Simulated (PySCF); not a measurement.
C3H6P (SMILES C/C=C/[PH-]) (charge −1)

```csv
atom,x (Å),y (Å),z (Å)
C,-1.4795,-0.1412,0.1333
C,0.0066,-0.3349,0.0828
C,0.8781,0.6393,-0.2235
P,2.6333,0.5744,-0.3227
H,-1.9953,-0.7962,-0.5798
H,-1.8804,-0.3695,1.1286
H,-1.7375,0.8900,-0.1084
H,0.3635,-1.3321,0.3100
H,0.4911,1.6326,-0.4489
H,2.7291,-0.7576,0.0061
```

Geometry: GFN2-xTB.

These are results of PySCF, B3LYP/def2-SVPD, SCF density, gas phase, not measurements.

Question: What will maps of the electron density and electron localisation function show?

Answer: C–C (1.34 Å): ρ is about 2.2 e/Å³ halfway; the ELF peaks at about 0.95 between the atoms: a short, multiple covalent bond.
C–P (1.76 Å): ρ is about 1.2 e/Å³ halfway; the ELF peaks at about 0.95 between the atoms; a shared electron pair.
C–H (1.08 Å): ρ is about 1.9 e/Å³ halfway; the ELF climbs to about 1 towards the hydrogen, as it does in any bond to H: an ordinary covalent bond to hydrogen.
C–C (1.50 Å): ρ at the midpoint is about 1.7 e/Å³; the ELF peaks at about 0.95 between the atoms; a shared electron pair.

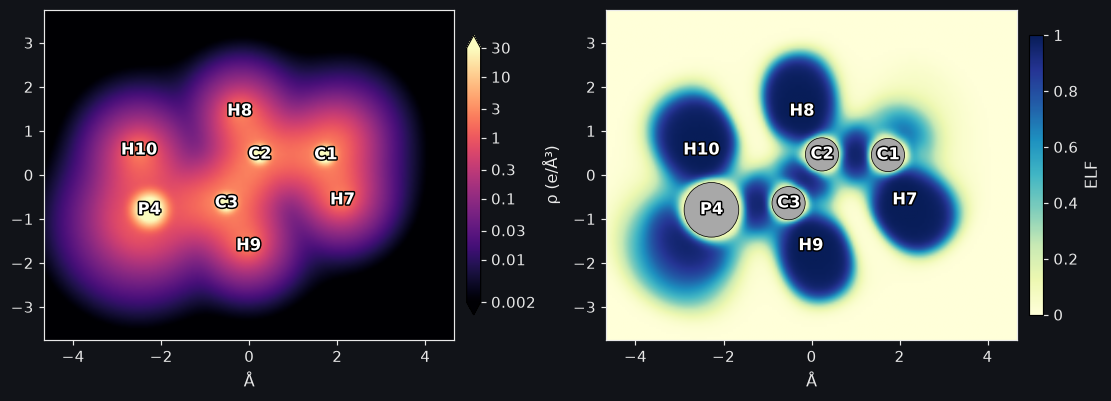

Computed electron density and electron localisation function on the plane of atoms C2, C3 and P4, in this order. Grey discs cover the atomic cores in the ELF map. 
